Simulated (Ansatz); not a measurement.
# Run report: Si3N2H10, geometry relaxation (part 2 of 2)

Si3N2H10; RKS PBE0-D4/def2-TZVP (Ansatz 0.2.0). 

Geometry of the input (Å):
```
Si -1.6914  0.2885  -0.0571
N  -1.0764  1.4419  -1.1425
N  -0.4948  -0.9555  0.1708
Si 0.0043  -1.3566  1.7769
Si 0.2762  -1.6163  -1.2355
H  -2.9526  -0.2334  -0.6468
H  -1.9761  0.7551  1.3348
H  -1.6724  1.9482  -1.7741
H  -0.2119  1.9240  -0.9087
H  0.5700  -0.1688  2.4803
H  -1.1162  -1.8743  2.6051
H  1.0674  -2.3930  1.6917
H  0.6693  -3.0247  -0.9650
H  -0.6627  -1.5761  -2.3842
H  1.5145  -0.8744  -1.6094
```

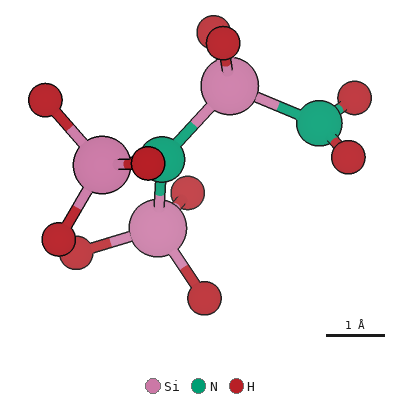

**Figure 1.** The geometry at step 9 of the log (ball-and-stick view, seen at a tilt).

## Trajectory as extended XYZ, continued
```
15
Properties=species:S:1:pos:R:3:forces:R:3 step=4 energy=-26767.12311
Si   -1.6557    0.3060   -0.0398   -0.0094  -0.0228  -0.0383
N    -1.0803    1.4714   -1.1501    0.0510  -0.0776   0.1037
N    -0.4723   -0.9404    0.1776   -0.0052   0.0206   0.0055
Si    0.0084   -1.3789    1.7865    0.0217   0.0002  -0.0795
Si    0.2795   -1.6353   -1.2284   -0.0234  -0.0055   0.0436
H    -2.9210   -0.1971   -0.6332   -0.0054  -0.0024   0.0064
H    -1.9133    0.8132    1.3390   -0.0187  -0.0018   0.0032
H    -1.6851    1.8857   -1.8346   -0.0902   0.0303  -0.0773
H    -0.2945    2.0601   -0.9360    0.0731   0.0591  -0.0125
H     0.4831   -0.1900    2.5377    0.0212   0.0392   0.0401
H    -1.1009   -1.9926    2.5588   -0.0503  -0.0175   0.0133
H     1.1168   -2.3601    1.6792    0.0337  -0.0226   0.0067
H     0.6235   -3.0525   -0.9412   -0.0027  -0.0068  -0.0174
H    -0.6718   -1.5769   -2.3686    0.0075   0.0021   0.0092
H     1.5311   -0.9279   -1.6105   -0.0029   0.0054  -0.0065
15
Properties=species:S:1:pos:R:3:forces:R:3 step=5 energy=-26767.12435
Si   -1.6472    0.3114   -0.0384   -0.0367   0.0028  -0.0335
N    -1.0786    1.4785   -1.1504    0.0345   0.0846  -0.0042
N    -0.4620   -0.9319    0.1819    0.0349  -0.0013   0.0279
Si    0.0146   -1.3806    1.7892   -0.0176  -0.0101  -0.0181
Si    0.2785   -1.6391   -1.2233   -0.0357   0.0182  -0.0085
H    -2.9109   -0.1978   -0.6309    0.0046  -0.0044  -0.0067
H    -1.9166    0.8192    1.3383    0.0086  -0.0028  -0.0034
H    -1.6876    1.8688   -1.8512    0.0290  -0.0379   0.0530
H    -0.3035    2.0887   -0.9424   -0.0492  -0.0482  -0.0291
H     0.4694   -0.1934    2.5617    0.0051  -0.0093  -0.0013
H    -1.1015   -2.0151    2.5412    0.0081   0.0037   0.0024
H     1.1344   -2.3527    1.6821    0.0032   0.0106   0.0053
H     0.6036   -3.0628   -0.9440    0.0098   0.0119   0.0002
H    -0.6762   -1.5689   -2.3594   -0.0071  -0.0026   0.0012
H     1.5308   -0.9397   -1.6183    0.0086  -0.0152   0.0149
15
Properties=species:S:1:pos:R:3:forces:R:3 step=6 energy=-26767.12405 accepted=F
Si   -1.6514    0.3113   -0.0465    0.0031   0.0147   0.0916
N    -1.0763    1.4903   -1.1397   -0.0238  -0.0298  -0.0389
N    -0.4629   -0.9256    0.1981    0.0403  -0.0135  -0.1281
Si    0.0267   -1.3839    1.7969   -0.0496   0.0271  -0.0031
Si    0.2648   -1.6313   -1.2167   -0.0125  -0.0025   0.0458
H    -2.9006   -0.2051   -0.6608   -0.0007  -0.0046  -0.0272
H    -1.9497    0.8122    1.3247   -0.0020   0.0122   0.0266
H    -1.6728    1.8595   -1.8604    0.0231   0.0015   0.0069
H    -0.2836    2.0817   -0.9563   -0.0049  -0.0002   0.0140
H     0.4699   -0.1968    2.5754    0.0104  -0.0061   0.0078
H    -1.0784   -2.0369    2.5480    0.0016  -0.0052   0.0112
H     1.1566   -2.3423    1.6786    0.0089   0.0092  -0.0036
H     0.5804   -3.0585   -0.9457    0.0123   0.0040  -0.0053
H    -0.6968   -1.5492   -2.3457   -0.0102   0.0045  -0.0049
H     1.5214   -0.9407   -1.6136    0.0040  -0.0112   0.0072
15
Properties=species:S:1:pos:R:3:forces:R:3 step=7 energy=-26767.12525
Si   -1.6511    0.3109   -0.0399    0.0089  -0.0017  -0.0088
N    -1.0789    1.4831   -1.1433   -0.0076   0.0035   0.0015
N    -0.4607   -0.9274    0.1858   -0.0007   0.0043   0.0042
Si    0.0189   -1.3785    1.7903    0.0007  -0.0031  -0.0001
Si    0.2718   -1.6364   -1.2219   -0.0036  -0.0051   0.0002
H    -2.9060   -0.2018   -0.6473   -0.0028  -0.0016  -0.0010
H    -1.9318    0.8109    1.3369   -0.0014   0.0018  -0.0007
H    -1.6835    1.8652   -1.8500   -0.0007   0.0014  -0.0009
H    -0.2943    2.0824   -0.9495    0.0033  -0.0018   0.0031
H     0.4692   -0.1921    2.5662    0.0002  -0.0001  -0.0003
H    -1.0907   -2.0219    2.5436    0.0008  -0.0012   0.0004
H     1.1463   -2.3412    1.6803    0.0010   0.0022   0.0002
H     0.5872   -3.0630   -0.9475    0.0002   0.0009  -0.0010
H    -0.6829   -1.5544   -2.3573   -0.0012   0.0016   0.0023
H     1.5338   -0.9512   -1.6102    0.0026  -0.0010   0.0008
15
Properties=species:S:1:pos:R:3:forces:R:3 step=8 energy=-26767.12539
Si   -1.6512    0.3093   -0.0441   -0.0079   0.0060   0.0034
N    -1.0787    1.4876   -1.1405    0.0044   0.0047  -0.0069
N    -0.4592   -0.9263    0.1857    0.0011   0.0023   0.0032
Si    0.0228   -1.3752    1.7902   -0.0011   0.0047   0.0012
Si    0.2688   -1.6422   -1.2208   -0.0002   0.0015  -0.0051
H    -2.9013   -0.2065   -0.6589   -0.0015   0.0002   0.0007
H    -1.9411    0.8079    1.3315    0.0006  -0.0082   0.0019
H    -1.6839    1.8774   -1.8427    0.0032  -0.0038   0.0011
H    -0.2927    2.0838   -0.9424   -0.0016  -0.0015   0.0015
H     0.4620   -0.1852    2.5670   -0.0011  -0.0019  -0.0005
H    -1.0810   -2.0300    2.5424    0.0018  -0.0006  -0.0008
H     1.1592   -2.3273    1.6802    0.0010   0.0007  -0.0021
H     0.5726   -3.0716   -0.9484   -0.0015  -0.0001   0.0022
H    -0.6859   -1.5502   -2.3555    0.0024  -0.0010   0.0000
H     1.5368   -0.9669   -1.6074    0.0003  -0.0031   0.0000
15
Properties=species:S:1:pos:R:3:forces:R:3 step=9 energy=-26767.12556
Si   -1.6498    0.3124   -0.0478   -0.0118  -0.0022   0.0287
N    -1.0772    1.4974   -1.1362   -0.0034  -0.0012  -0.0148
N    -0.4574   -0.9221    0.1866   -0.0008   0.0030  -0.0182
Si    0.0285   -1.3716    1.7896    0.0025   0.0005   0.0044
Si    0.2617   -1.6505   -1.2183    0.0118  -0.0047   0.0048
H    -2.8958   -0.2058   -0.6693    0.0032   0.0033  -0.0030
H    -1.9470    0.8049    1.3284   -0.0015  -0.0022   0.0005
H    -1.6781    1.8795   -1.8464    0.0090  -0.0008   0.0032
H    -0.2958    2.0979   -0.9336   -0.0004   0.0004   0.0013
H     0.4337   -0.1757    2.5764   -0.0035  -0.0101  -0.0047
H    -1.0598   -2.0627    2.5334    0.0110   0.0063  -0.0064
H     1.1902   -2.2934    1.6750   -0.0078   0.0071   0.0019
H     0.5399   -3.0855   -0.9460   -0.0034   0.0028  -0.0005
H    -0.6893   -1.5416   -2.3549    0.0050   0.0009   0.0020
H     1.5436   -0.9986   -1.6008   -0.0098  -0.0031   0.0008
15
Properties=species:S:1:pos:R:3:forces:R:3 step=10 energy=-26767.12567
Si   -1.6516    0.3128   -0.0494   -0.0057  -0.0023   0.0148
N    -1.0758    1.5018   -1.1319   -0.0024  -0.0142  -0.0004
N    -0.4581   -0.9205    0.1863   -0.0005  -0.0011  -0.0148
Si    0.0334   -1.3675    1.7881    0.0008  -0.0032   0.0132
Si    0.2570   -1.6567   -1.2168    0.0070   0.0024  -0.0015
H    -2.8931   -0.2054   -0.6801    0.0025   0.0022   0.0022
H    -1.9562    0.8008    1.3267   -0.0004  -0.0031  -0.0011
H    -1.6724    1.8838   -1.8452   -0.0005   0.0064  -0.0068
H    -0.2950    2.1011   -0.9250    0.0066   0.0084   0.0015
H     0.4183   -0.1678    2.5790   -0.0020  -0.0080  -0.0062
H    -1.0435   -2.0788    2.5295    0.0114   0.0058  -0.0075
H     1.2101   -2.2705    1.6726   -0.0115   0.0094  -0.0016
H     0.5170   -3.0956   -0.9456   -0.0003   0.0074  -0.0005
H    -0.6894   -1.5348   -2.3559    0.0033  -0.0022   0.0032
H     1.5465   -1.0178   -1.5960   -0.0083  -0.0079   0.0053
15
Properties=species:S:1:pos:R:3:forces:R:3 step=11 energy=-26767.12575
Si   -1.6548    0.3129   -0.0513   -0.0023   0.0017  -0.0062
N    -1.0745    1.5060   -1.1276    0.0081  -0.0081   0.0127
N    -0.4611   -0.9202    0.1834   -0.0059   0.0020  -0.0033
Si    0.0372   -1.3620    1.7845    0.0100  -0.0102   0.0089
Si    0.2525   -1.6643   -1.2161    0.0112  -0.0076   0.0069
H    -2.8937   -0.2035   -0.6886    0.0030   0.0016   0.0029
H    -1.9649    0.7955    1.3254    0.0018  -0.0033  -0.0025
H    -1.6672    1.8938   -1.8410   -0.0050   0.0041  -0.0041
H    -0.2949    2.1044   -0.9119   -0.0024   0.0017  -0.0046
H     0.4033   -0.1573    2.5764   -0.0052  -0.0073  -0.0037
H    -1.0262   -2.0944    2.5248    0.0103   0.0089  -0.0056
H     1.2293   -2.2446    1.6662   -0.0131   0.0083  -0.0002
H     0.4963   -3.1059   -0.9431   -0.0060   0.0061  -0.0019
H    -0.6874   -1.5329   -2.3594    0.0078   0.0012   0.0025
H     1.5532   -1.0429   -1.5856   -0.0122   0.0009  -0.0018
15
Properties=species:S:1:pos:R:3:forces:R:3 step=12 energy=-26767.12580
Si   -1.6560    0.3120   -0.0520    0.0029   0.0027  -0.0033
N    -1.0741    1.5057   -1.1269    0.0019  -0.0081   0.0096
N    -0.4626   -0.9212    0.1829   -0.0045   0.0005  -0.0026
Si    0.0379   -1.3608    1.7839    0.0036  -0.0043   0.0068
Si    0.2525   -1.6657   -1.2154    0.0039  -0.0024  -0.0020
H    -2.8949   -0.2034   -0.6897    0.0024   0.0017   0.0005
H    -1.9661    0.7925    1.3254   -0.0009   0.0003  -0.0015
H    -1.6670    1.8966   -1.8385   -0.0045   0.0020  -0.0027
H    -0.2933    2.1024   -0.9107   -0.0004   0.0020  -0.0020
H     0.4017   -0.1550    2.5747    0.0000  -0.0035  -0.0027
H    -1.0233   -2.0934    2.5264    0.0056   0.0026  -0.0044
H     1.2309   -2.2414    1.6642   -0.0076   0.0049   0.0013
H     0.4918   -3.1080   -0.9434   -0.0002   0.0050  -0.0014
H    -0.6839   -1.5312   -2.3611    0.0018  -0.0003   0.0023
H     1.5535   -1.0444   -1.5834   -0.0043  -0.0031   0.0021
15
Properties=species:S:1:pos:R:3:forces:R:3 step=13 energy=-26767.12581
Si   -1.6561    0.3118   -0.0521   -0.0005   0.0006  -0.0027
N    -1.0744    1.5053   -1.1271    0.0023  -0.0017   0.0036
N    -0.4632   -0.9218    0.1828   -0.0024   0.0022  -0.0005
Si    0.0379   -1.3606    1.7839    0.0014  -0.0031   0.0024
Si    0.2530   -1.6658   -1.2152    0.0011  -0.0006  -0.0029
H    -2.8951   -0.2031   -0.6899    0.0000  -0.0002  -0.0001
H    -1.9667    0.7923    1.3251    0.0004   0.0001   0.0002
H    -1.6686    1.8976   -1.8371   -0.0016  -0.0009   0.0005
H    -0.2935    2.1018   -0.9114    0.0000   0.0016  -0.0012
H     0.4042   -0.1549    2.5734   -0.0004  -0.0011  -0.0009
H    -1.0233   -2.0917    2.5272    0.0006   0.0019  -0.0007
H     1.2291   -2.2430    1.6643   -0.0008   0.0016  -0.0002
H     0.4921   -3.1080   -0.9439    0.0002   0.0014   0.0000
H    -0.6822   -1.5307   -2.3616   -0.0004  -0.0004   0.0009
H     1.5540   -1.0445   -1.5820    0.0000  -0.0013   0.0016
```

## Key numbers

| quantity | value |
| --- | --- |
| outcome | converged |
| total energy | −26767.1259 eV |
| mean-field energy | −26766.7652 eV |
| dispersion energy | −0.3607 eV |
| SCF solution under orbital rotations | stable |
| largest force (length of the vector) at the end | 0.005 eV/Å |
| dipole moment | 1.67 D |
| wall time | 28 s (CPU time 34 s) |
| peak memory | 0.98 GiB |
